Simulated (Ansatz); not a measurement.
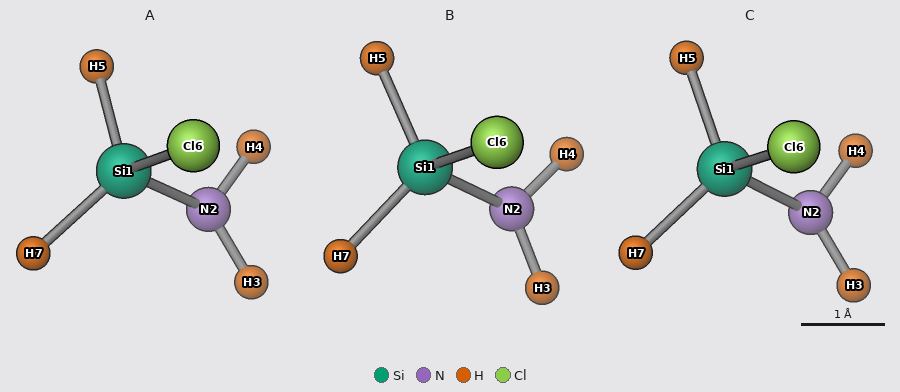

3 geometries from one relaxation of SiNH4Cl, in shuffled order. A ball-and-stick model, seen from a free direction.

The run prepares an end point of a later path (reaction) calculation, from a guessed geometry.

Theory: RKS LDA/6-31G* in Ansatz. Set-up: no spin polarisation; force threshold 0.03 eV/Å; at most 50 steps.

Order the frames from highest to lowest energy.

Answer. A, C, B. They are steps 0, 1, 6, at +19.9 kJ/mol, +3.80 kJ/mol relative to the last. Over 6 geometry steps the energy falls by 19.9 kJ/mol. The largest force component goes from 1.7 to 0.0031 eV/Å. H5 moves most after the best rigid fit: 0.31 Å. By element the largest moves are H 0.31 Å, Cl 0.10 Å, Si 0.10 Å, N 0.04 Å. Among the contacts that change: Si1–N2 1.758 → 1.707 Å, Si1–H5 1.460 → 1.494 Å, Si1–Cl6 2.071 → 2.083 Å. Among the angles between lasting bonds that change: N2–Si1–H5 90.7° → 107.7°, H5–Si1–Cl6 111.7° → 105.8°, H5–Si1–H7 118.3° → 113.8°. The run took 9.4 s on 1 thread of Arm Neoverse V1, with other jobs on the host, peak memory 0.12 GiB.
